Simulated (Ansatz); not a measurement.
# TaN, pressure series

The parent structure is TaN in the rock salt structure (space group Fm-3m, No. 225; a = 4.375 Å).

Cell and atoms are relaxed at each pressure.

Method: PBEsol, PAW, 420 eV (Ansatz, a program for electronic structure; no spin-orbit coupling), earlier PAW set.

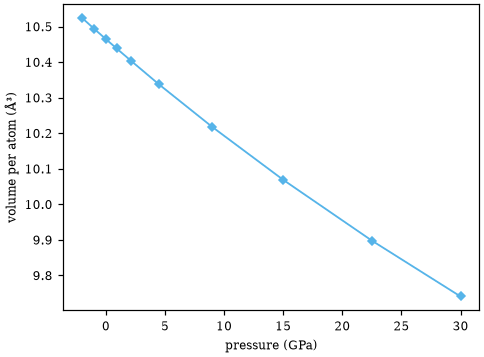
Figure: Volume per atom against pressure

Task: From the plot, what is the volume per atom for pressure −2 GPa?

Result: About 10.52 Å³.

Task: Is the trend monotonic over the range shown?

Result: Yes, it falls throughout, spanning 9.74 Å³ to 10.52 Å³.

Load acts through the strain it causes; cell and atoms are relaxed under it. No phonon test of stability was made. Competing high-pressure phases were not computed. All final runs are without spin polarisation. This is not the structure that TaN has at room temperature and ambient pressure.
